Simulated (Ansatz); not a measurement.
# AlH3S (SMILES [AlH2][SH]) at BHLYP/def2-TZVP

Aim: the energy change on altering one bond length of AlH3S at BHLYP/def2-TZVP, from 2 runs. 

The results are computed with Ansatz 0.2.0.

48 further runs of the same task are left out: 48 set aside as unsound or not needed.

## 1. The system as given

AlH3S has 5 atoms, charge 0, and is taken as a singlet. As SMILES, `[AlH2][SH]`. The coordinates come from a PBE0-D4/def2-TZVP relaxation.

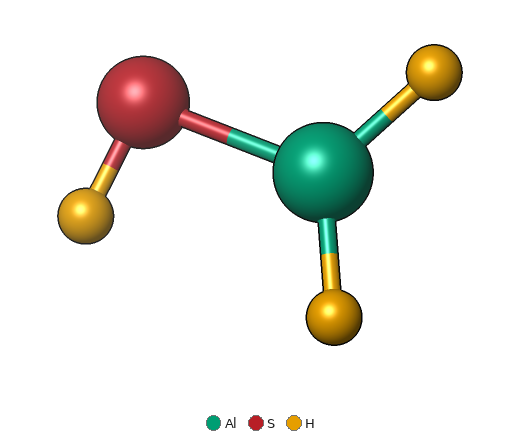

Viewed from a chosen angle; aluminium teal, sulfur red, hydrogen amber.

## 2. A single-point energy at BHLYP/def2-TZVP

input.yaml reads:

```yaml
crystal:
  periodic: [false, false, false]
  atoms:
    - {symbol: Al, position_ang: [-0.616100, -0.064200, -0.181700]}
    - {symbol: S, position_ang: [1.129100, -0.343100, 1.096600]}
    - {symbol: H, position_ang: [-1.981700, -0.650100, 0.351100]}
    - {symbol: H, position_ang: [-0.441100, 0.696000, -1.556400]}
    - {symbol: H, position_ang: [1.959700, 0.287800, 0.249000]}
basis:
  gaussian: {orbitals: def2-TZVP}
hamiltonian: {xc: {name: BHLYP}}
accuracy: high
output: {orbitals: {seedname: orbitals}}
```

Command:

```console
$ ansatz run input.yaml --threads 1 --pin off --max-ram 3480MiB --events-out events.jsonl --progress --plain --runs-dir runs
```

Output:

```text
Warning: RAYON_NUM_THREADS=1 ignored (pool sized by the plan → 1); use --threads N
Functional definition: BHLYP
  name "BHLYP"
  parameter a = 0.5
  exchange = (1 - a)*b88_x + a*exact_x
  correlation = lyp_c
1572 factors; integrals over basis functions are off by at most 3.5e-9 eV
mean field evaluation 1: about -17481.8372 eV, gradient 1.5e1 eV
mean field evaluation 2: about -17482.2101 eV, gradient 1.1e1 eV
mean field evaluation 4: about -17482.4839 eV, gradient 1.1e0 eV
mean field evaluation 8: about -17482.4886 eV, gradient 1.3e-2 eV
mean field evaluation 16: about -17482.4886 eV, gradient 9.4e-6 eV
mean field -17482.48864539 eV, -642.4696076617 hartree, gradient 4.3e-8 eV, S^2 0.000000; 0 other end points of the search recorded, 0 dependent functions left out
reference -17482.48866987 eV, -642.4696085615 hartree; 16, 16 occupied and 76, 76 virtual orbitals, 1572 factors
Total energy: -17482.48866987 eV, -642.4696085615 hartree
```

It took 5.7 s on 1 thread of Arm Neoverse V1, shared host; peak memory 0.23 GiB.

## 3. The distorted shape at the same level

molecule.yaml reads:

```yaml
crystal:
  periodic: [false, false, false]
  atoms:
    - symbol: Al
      position_ang: [1.022579, 0.638862, -0.821044]
    - symbol: S
      position_ang: [2.767779, 0.359962, 0.457256]
    - symbol: H
      position_ang: [-1.981700, -0.650100, 0.351100]
    - symbol: H
      position_ang: [1.197579, 1.399062, -2.195744]
    - symbol: H
      position_ang: [3.598379, 0.990862, -0.390344]
basis:
  gaussian:
    orbitals: def2-TZVP
hamiltonian:
  xc: {name: BHLYP}
accuracy: high
output: {orbitals: {seedname: orbitals}}
```

Command:

```console
$ ansatz run molecule.yaml --threads 1 --pin off --max-ram 3480MiB --events-out events.jsonl --progress --plain --runs-dir runs
```

Output:

```text
Warning: RAYON_NUM_THREADS=1 ignored (pool sized by the plan → 1); use --threads N
[... 5 set-up lines as earlier in the session ...]
1534 factors; integrals over basis functions are off by at most 3.6e-9 eV
mean field evaluation 1: about -17475.6813 eV, gradient 1.9e1 eV
mean field evaluation 2: about -17471.8157 eV, gradient 2.7e1 eV
mean field evaluation 4: about -17478.0172 eV, gradient 1.7e0 eV
mean field evaluation 8: about -17478.0304 eV, gradient 9.2e-2 eV
mean field evaluation 16: about -17478.0304 eV, gradient 1.7e-5 eV
mean field -17478.03041859 eV, -642.3057708486 hartree, gradient 4.9e-8 eV, S^2 0.000000; 0 other end points of the search recorded, 0 dependent functions left out
reference -17478.03044612 eV, -642.3057718602 hartree; 16, 16 occupied and 76, 76 virtual orbitals, 1534 factors
Total energy: -17478.03044612 eV, -642.3057718602 hartree
```

Run time: 5.4 s. Hardware: 1 thread of Arm Neoverse V1, shared host; peak memory 0.22 GiB.

## 4. Summary of results

Level: BHLYP/def2-TZVP.

| quantity | value |
| --- | --- |
| first shape: total energy | -642.46961 Eh |
| first shape: HOMO energy | -8.86 eV |
| first shape: LUMO energy | -0.64 eV |
| first shape: HOMO–LUMO gap | 8.22 eV |
| distorted shape: total energy | -642.30577 Eh |
| distorted shape: HOMO energy | -6.79 eV |
| distorted shape: LUMO energy | -2.89 eV |
| distorted shape: HOMO–LUMO gap | 3.90 eV |
| energy change with the Al1–H3 bond stretched from 1.579 to 3.473 Å | 4.458 eV |

**Reading.** One bond (distorted shape) is far stretched, which a spin-restricted single reference describes badly; a broken-symmetry solution may lie lower. With the Al1–H3 bond stretched from 1.579 to 3.473 Å the energy rises by 4.46 eV (103 kcal/mol). The first shape isn't relaxed at this level, so the change isn't measured from a minimum. A restricted reference can't describe the breaking bond well at this length.
